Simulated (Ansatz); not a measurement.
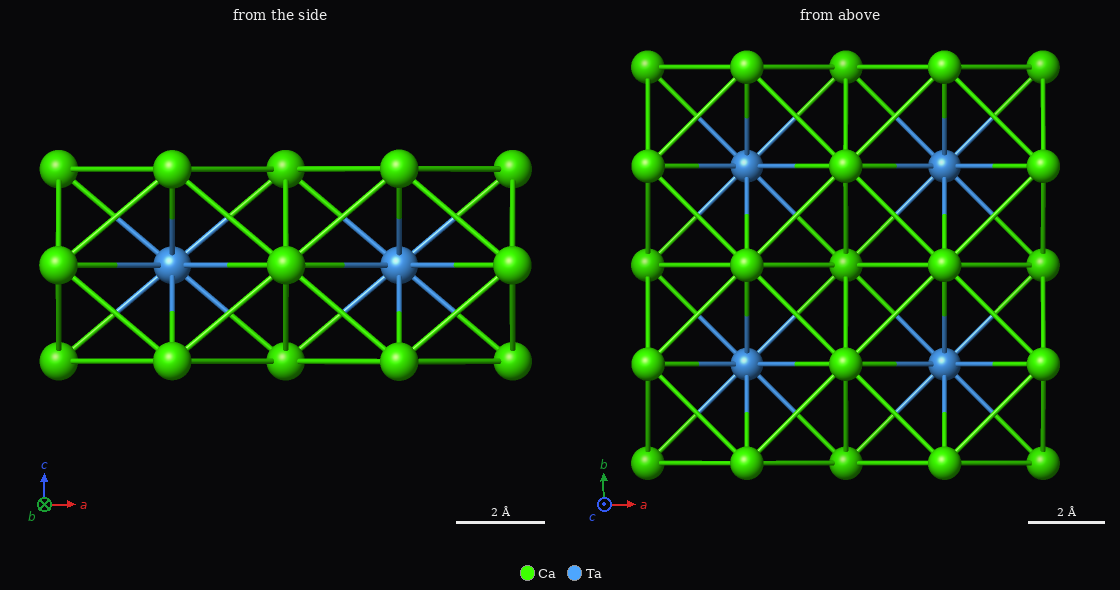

A ball-and-stick picture of a periodic slab, seen from the side and from above. The surface normal points up in side views; the vacuum is left out. 1×2 cells are drawn in the plane, with atoms at the edges repeated.

The cell holds 10 Ca, 2 Ta.

**Give the termination of both faces.**

The top face ends in Ca, the bottom face in Ca. The two faces are alike.

**Estimate the thickness.**

About 4.4 Å from the lowest to the highest atom.

**How are the atomic planes stacked?**

Three planes: Ca / CaTa / Ca.

**Describe the bonding.**

The coordination shell of Ta holds twelve Ca in a distorted cuboctahedral arrangement at about 3.4 to 3.7 Å. The bonds build Ca5Ta layers parallel to the surface.

The structure comes from a structure type filled with these elements by a generator (whether the compound takes this form wasn't checked). The picture shows the end point of a geometry optimisation with DFT PBE, scalar-relativistic, plane waves, PAW in Ansatz.
